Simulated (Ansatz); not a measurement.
# BrH$_{2}$In (InH2Br): what the fields show

```xyz
4

In    0.1522    0.2545   -0.0015
H     1.8362    0.0057    0.0120
H    -0.8637    1.6202   -0.0212
Br   -1.1247   -1.8804    0.0108
```

Geometry: r2SCAN-D4/def2-TZVP; core potentials replace the inner electrons of In.

Level of theory: RKS PBE0-D4/def2-TZVP (Ansatz).

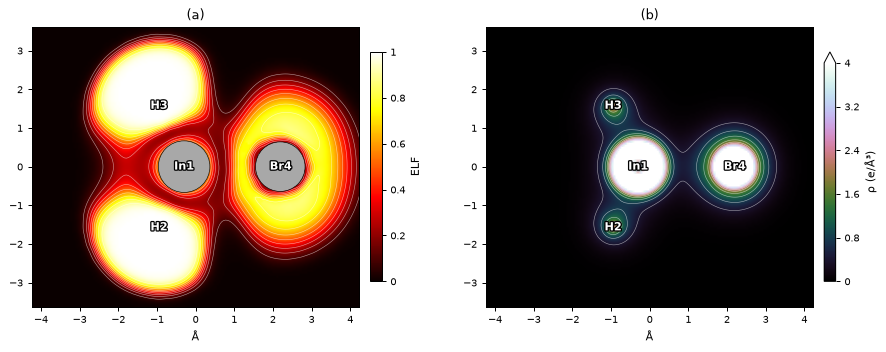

Figure 1. (a) ELF; (b) electron density on the molecular plane. Grey discs cover the atomic cores in the ELF map.

What do the fields say about this system?

- The plane passes through In, H and Br nuclei.
- In–Br (2.49 Å): ρ is about 0.51 e/Å³ halfway; the ELF peaks at about 0.75 in the valence shell of Br, 1.0 Å from its nucleus, and drops to about 0.15 between the two atoms.
- In–H (1.70 Å): ρ at the midpoint is about 1.3 e/Å³; the ELF climbs to about 1 towards the hydrogen.
- The ELF also peaks beside Br4, away from the bonds: lone-pair regions.

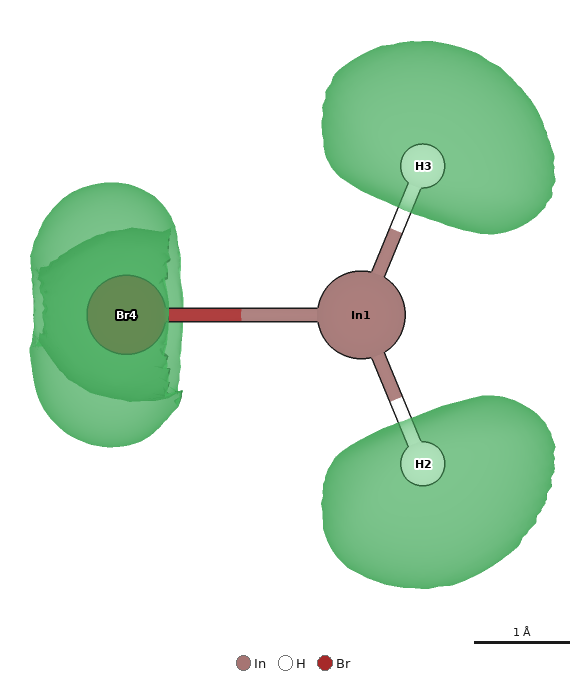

Figure 2. Isosurface of the ELF at 0.8 (green), seen across its widest extent. Core shells and regions of very low density are left out.

Identify the bonds, lone pairs and shells in this picture.

The ELF exceeds this value in two regions around hydrogen nuclei and one ring or bowl of non-bonding electrons around Br.

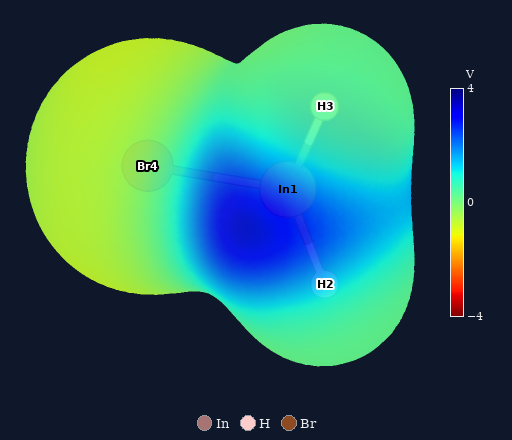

Figure 3. The molecular electrostatic potential painted on the density surface at 0.002 e/bohr³, seen at a tilt; the colour scale runs from red (negative) to blue (positive).

Where is the surface potential most negative and most positive?

The most negative region (about −0.8 V) lies over Br4, the most positive (about +3.3 V) over In1.
